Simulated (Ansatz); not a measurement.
# The perfect W wire along [100], 12 atoms a period, part 2 of 2

What gap, if any, does the W wire along [100], 12 atoms a period have, and how many channels would it open?

Ansatz 0.2.0; DFT PBE, plane waves, PAW; relaxation of a wire's period; PAW set soft_1 (the session's first sound run).

So far: Set-up; Relaxing the period.

## Step 2: Relaxing the period (continued)

The steps of the relaxation:

| step | energy less that of the first step (eV) | largest force component (eV/Å) | pressure (GPa) | volume (Å³) |
| --- | --- | --- | --- | --- |
| 1 | 0.0000 | 2.7573 | -8.32 | 547.33 |
| 2 | -2.0140 | 2.1709 | 5.78 | 524.08 |
| 3 | -2.6904 | 0.7786 | -1.01 | 519.80 |
| 4 | -2.9243 | 0.3635 | -0.68 | 529.29 |
| 5 | -2.9420 | 0.2004 | 0.10 | 528.43 |
| 6 | -2.9544 | 0.0119 | -0.06 | 529.62 |
| 7* | -2.9515 | 0.0121 | -0.06 | 529.62 |

Relaxation steps marked * repeat the geometry before them on a plane-wave basis chosen anew for their cell, so energy and pressure can jump there.

Forces are held to the 16 operations that the run works with; a distortion that breaks them can't arise in this run.

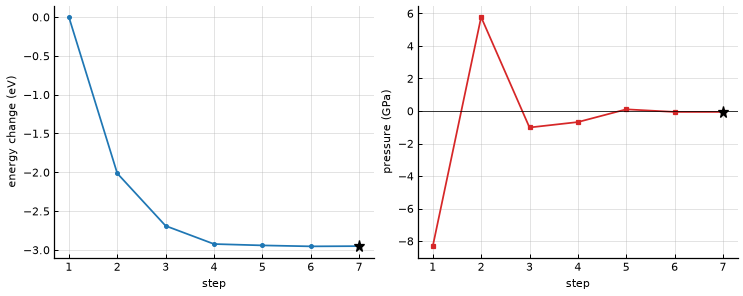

Energy and pressure along the relaxation. Stars mark steps on a basis chosen anew.

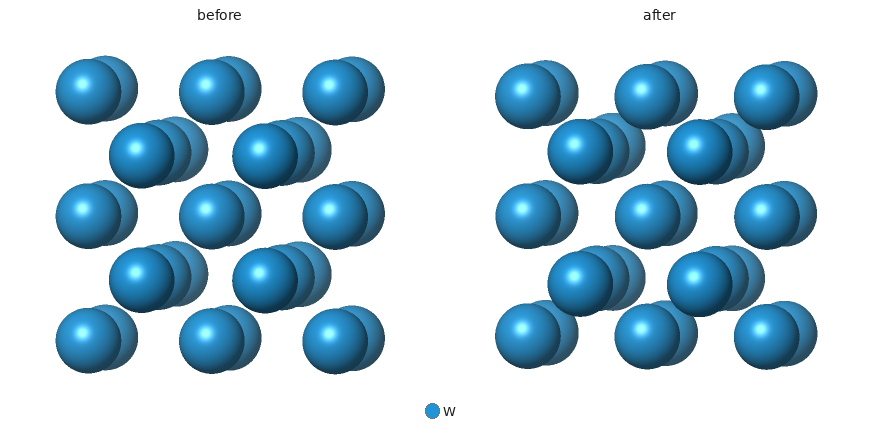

Before and after, at one scale.

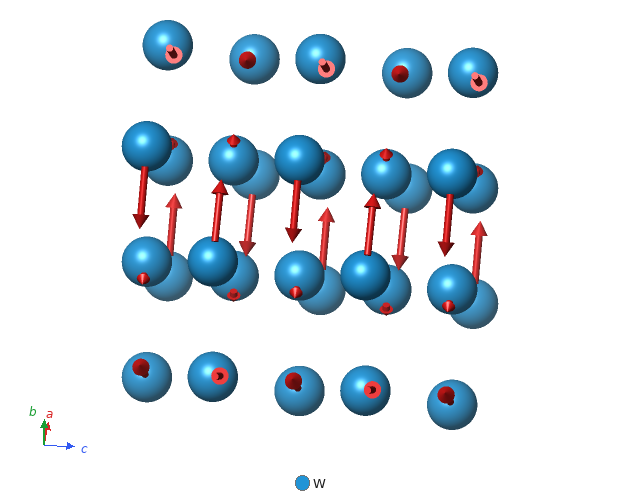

Displacements in the relaxation, exaggerated, measured against the changing cell; the longest in the cell stands for 0.15 Å. 1×1×2 cells are drawn. Some periodic images of atoms are drawn too.

| cell as run | before | after | change |
| --- | --- | --- | --- |
| c (Å) | 3.170 | 3.067 | -3.2 % |

The atoms that moved most (Å, along periodic axes as changes of fractional coordinates times the final cell, across vacuum about the mean position):

| atom | dx | dy | dz | length |
| --- | --- | --- | --- | --- |
| W7 | 0.117 | -0.100 | 0.000 | 0.154 |
| W8 | 0.117 | 0.100 | 0.000 | 0.154 |
| W3 | -0.100 | -0.117 | 0.000 | 0.154 |
| W11 | -0.117 | -0.100 | 0.000 | 0.154 |
| W12 | -0.117 | 0.100 | 0.000 | 0.154 |
| W1 | -0.100 | 0.117 | 0.000 | 0.154 |
| W6 | 0.100 | -0.117 | 0.000 | 0.154 |
| W4 | 0.100 | 0.117 | 0.000 | 0.154 |

Final coordinates:

```cif
data_structure
_symmetry_space_group_name_H-M 'P 1'
_symmetry_Int_Tables_number 1
_cell_length_a 13.1400
_cell_length_b 13.1400
_cell_length_c 3.0674
_cell_angle_alpha 90.000
_cell_angle_beta 90.000
_cell_angle_gamma 90.000
_cell_volume 529.62
loop_
_atom_site_label
_atom_site_type_symbol
_atom_site_fract_x
_atom_site_fract_y
_atom_site_fract_z
_atom_site_occupancy
W1 W 0.37176 0.26768 0.00000 1
W2 W 0.37665 0.50000 0.00000 1
W3 W 0.37176 0.73232 0.00000 1
W4 W 0.62824 0.26768 0.00000 1
W5 W 0.62335 0.50000 0.00000 1
W6 W 0.62824 0.73232 0.00000 1
W7 W 0.26768 0.37176 0.50000 1
W8 W 0.26768 0.62824 0.50000 1
W9 W 0.50000 0.37665 0.50000 1
W10 W 0.50000 0.62335 0.50000 1
W11 W 0.73232 0.37176 0.50000 1
W12 W 0.73232 0.62824 0.50000 1
```

Numbers from this step:

| Property | Result |
| --- | --- |
| energy at zero smearing | -124611.0005 eV |
| cell length along the wire | 3.067 Å |

The cell's length comes to 3.067 Å with spin left out.

## Step 3: Bands of the perfect wire

This step: DFT PBE, plane waves, PAW; bands of a perfect wire; PAW set soft_1 (Ansatz 0.2.0).

At the relaxed period the bands are computed along the axis; those that cross an energy going forward count the channels that a perfect wire would open there.

input.yaml reads:

```yaml
crystal:
  lattice:
    - [13.14, 0.0, 0.0]
    - [0.0, 13.14, 0.0]
    - [0.0, 0.0, 3.0674324147]
  atoms:
    - { symbol: W, position: [0.371762215, 0.267679096, 0.0] }
    - { symbol: W, position: [0.376654709, 0.5, 0.0] }
    - { symbol: W, position: [0.371762215, 0.732320904, 0.0] }
    - { symbol: W, position: [0.628237785, 0.267679096, 0.0] }
    - { symbol: W, position: [0.623345291, 0.5, 0.0] }
    - { symbol: W, position: [0.628237785, 0.732320904, 0.0] }
    - { symbol: W, position: [0.267679096, 0.371762215, 0.5] }
    - { symbol: W, position: [0.267679096, 0.628237785, 0.5] }
    - { symbol: W, position: [0.5, 0.376654709, 0.5] }
    - { symbol: W, position: [0.5, 0.623345291, 0.5] }
    - { symbol: W, position: [0.732320904, 0.371762215, 0.5] }
    - { symbol: W, position: [0.732320904, 0.628237785, 0.5] }
kpoints:
  mp_grid: { grid: [1, 1, 27] }
  band_path: { path: ["Γ", Z], npoints: 90 }
scf:
  occupations: { method: fermi_dirac, width: 0.05 }
hamiltonian:
  xc: pbe
  pseudopotentials: { kind: paw, azcp: { folder: soft_1 } }
output:
  dos: { e_range: [-5, 4] }
  write_potential: true
  write_density: true
  volumetric_format: npy
```

The run is started by

```sh
> ansatz run input.yaml --threads 4 --pin off --max-ram 16384MiB --backend cpu --events-out ev --progress --plain --runs-dir out
```

Numbers of over 12 decimals in the logs are rounded to 6 here.

What it wrote:

```text
[...]
Crystal: 12 atoms, lattice volume = 529.622 Å³
Basis set: ecut = 420 eV, 10291 PW (Γ)
Bands: 101, of which v1, the nominal top of the filled ones, is band 84 counted from 1 (83 counted from 0)
Symmetry: 16 space group operations
[...]
k-points: 14 of 27
[...]
SCF iter   1: F=—  HF=-124624.430072 eV  |F-HF|=—  |Δ(HF+E_count)|=         —  Δρ=5.32e-2  dr2=8.35e1  ethr=3.10e-3  ⟨swp⟩=9.0  Hψ=6668  notcnv=0
[...]
SCF iter  12: F=-124611.065800 eV  HF=-124611.065800 eV  |F-HF|=1.38e-8  |Δ(HF+E_count)|=   1.79e-7  Δρ=1.03e-6  dr2=9.90e-9  ethr=5.95e-11  ⟨swp⟩=12.0  Hψ=4604  notcnv=0
SCF 1 converged in 12 iterations: F = -124611.065800 eV  dr2 = 9.90e-9
[...]
NSCF: frozen V_eff on 91 k-points
WARN: The output density's exchange-correlation potential varies sharply where the density is thin. Do not read a vacuum level from v_tot or v_xc, or from such a field of the output density. On a cell that repeats whose density bears no net charge and no dipole along the vacuum's axis use v_es (v_loc + v_h of the components); under efield.dipole_correction with no amplitude use v_es + v_field, which holds any externa [...]
SCF converged after 12 iterations
Free energy (F): -124611.065800 eV
[...]
Internal energy: -124610.942117 eV  (E = F + TS)
E sigma→0 (E₀):  -124611.003958 eV
Entropy (-TS):   -0.123683 eV (-10.307 meV/atom)
Fermi energy:    5.662092 eV
[...]
--- Band table (eV; the first three rows and the last of 14) ---
  k-point 0: bands = [... 80 lower, 5.1094, 5.1094, 5.2002, 5.3910, 5.5244, 5.5244, 5.5499, 5.6785, ... 13 higher]
  k-point 1: bands = [... 80 lower, 5.1250, 5.1250, 5.1887, 5.4127, 5.5686, 5.6364, 5.6364, 5.6844, ... 13 higher]
  k-point 2: bands = [... 80 lower, 5.2058, 5.2523, 5.2523, 5.4357, 5.6243, 5.6995, 5.8298, 5.8298, ... 13 higher]
  k-point 13: bands = [... 80 lower, 5.6770, 5.7904, 5.9020, 5.9502, 6.2038, 6.2038, 6.8704, 6.8704, ... 13 higher]
```

The job ended after 78 s (4 threads of Arm Neoverse V2, shared host; peak memory 2.7 GiB; 5.2 min of CPU time).

Numbers from this step:

* energy at zero smearing: -124611.0040 eV
* band gap: 0 eV

Electronic bands along the path, in eV, zero at the Fermi level:

| point | band 81 | band 82 | band 83 | band 84 | band 85 | band 86 | band 87 | band 88 |
| --- | --- | --- | --- | --- | --- | --- | --- | --- |
| Γ | -0.55 | -0.55 | -0.46 | -0.27 | -0.14 | -0.14 | -0.11 | 0.02 |
| Z | 0.09 | 0.09 | 0.27 | 0.27 | 0.56 | 0.56 | 1.25 | 1.25 |

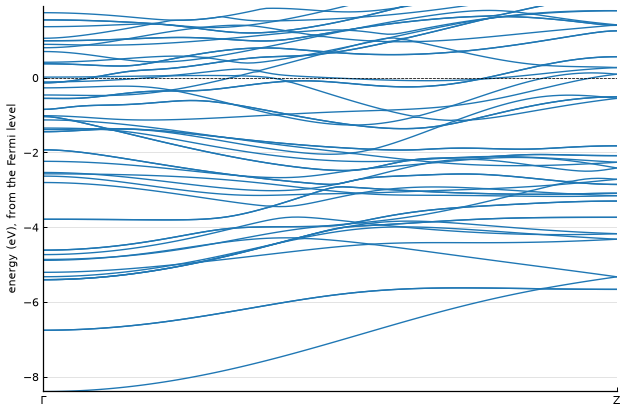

Electronic bands along the path.

Between Γ and Z the bands cross the Fermi level 11 times, so a perfect wire would conduct at least 11 G₀, with spin left out.

## Step 4: Results

| Item | Value |
| --- | --- |
| cell length, PBE | 3.067 Å |
| ballistic conductance by band crossings, a lower bound, PBE | 11 G₀ |

In words: Under PBE the cell's length is 3.07 Å, and the bands cross the Fermi level 11 times between Γ and Z, which gives a perfect wire at least 11 G₀ (opposite crossings within one step of the path cancel in such a count). No spin was allowed, though thin wires with open d shells can turn magnetic. Spin-orbit coupling is left out, which matters for the bands of heavy atoms.

[Logs are printed without paths, hosts, clocks, repeated set-up lines and the standing remarks that a program may print on its own settings, such as how far it seeks lower states.]

[Hosts, paths, dates, database ids (printed as entryN), source tags and the programs' standing remarks are cut or masked in the printed files.]
